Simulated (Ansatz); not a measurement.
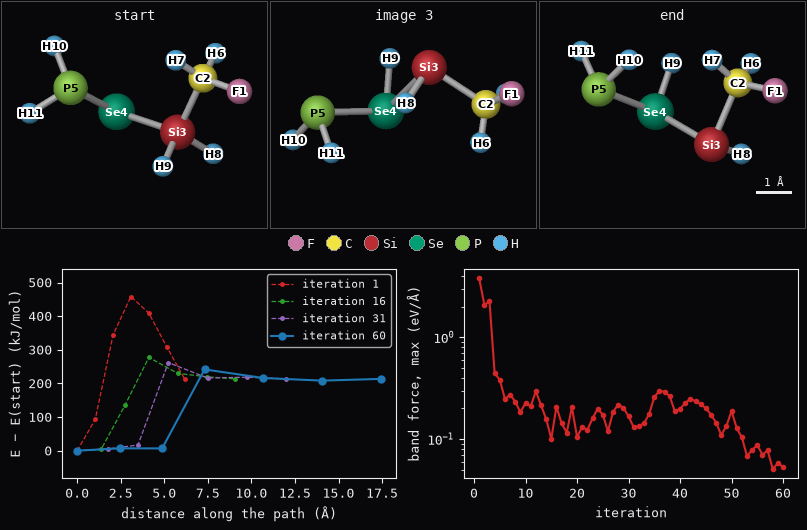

NEB run on CH₆FPSeSi. Images are numbered from 0 (start) to 6 (end). The plot follows the band through its iterations. The picture is a ball-and-stick view, seen from a free direction.

Method: RKS PBE-D4/def2-SVP (Ansatz). Run with 5 movable images; climbing image; force threshold 0.05 eV/Å; iteration limit 60; starting path by straight interpolation.

Did the band converge, and can the barrier be trusted?

The result isn't final. The band hadn't converged when the run stopped after 60 iterations. The largest component of the band force went from 3.8 to 0.053 eV/Å. The barrier read from it is provisional, though the highest image hardly moved in the last two iterations. The straight starting path can push atoms close together and costs iterations. The first iteration put the highest image at 458.4 kJ/mol. The highest point, image 3, lies 241.7 kJ/mol above the start and 28.1 kJ/mol above the end; the end is at +213.6 kJ/mol relative to the start.

Cost: 9 min on 2 threads of Intel(R) Xeon(R) Platinum 8375C CPU @ 2.90GHz (Ice Lake) (shared host), peak memory 0.2 GiB.
